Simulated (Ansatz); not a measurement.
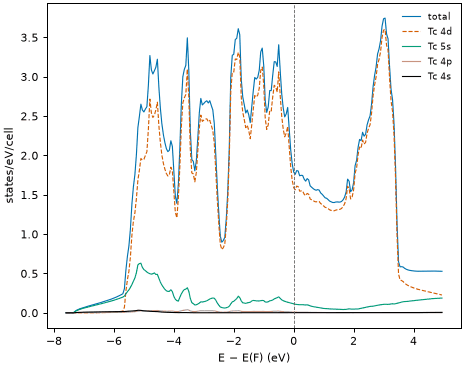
Figure. Total and projected density of states of Tc (hcp (Mg type), space group No. 194), PBE+D3(BJ) (plane waves, PAW; program Ansatz)

### Question
Which orbitals carry the states next to the Fermi level?

### Answer
Within 0.5 eV of the Fermi level: Tc 4d 89 %, Tc 5s 6 %. Projections are on Löwdin-orthogonalised atomic valence shells; empty p or d shells of many metals are not among them.

### Question
Where is the tallest occupied peak in this window, and what makes it?

### Answer
Near -1.9 eV, about 3.6 states/eV per cell; the largest projected share is Tc 4d.

Space group P6_3/mmc (hcp (Mg type)). Symmetry was held in the PBE+D3(BJ) relaxation. The run is not spin-polarised. The pairwise dispersion correction was not fitted to metals. Scalar-relativistic: spin–orbit coupling is off unless named, which matters more the heavier the elements.

Potentials: the earlier of the program's two PAW sets.
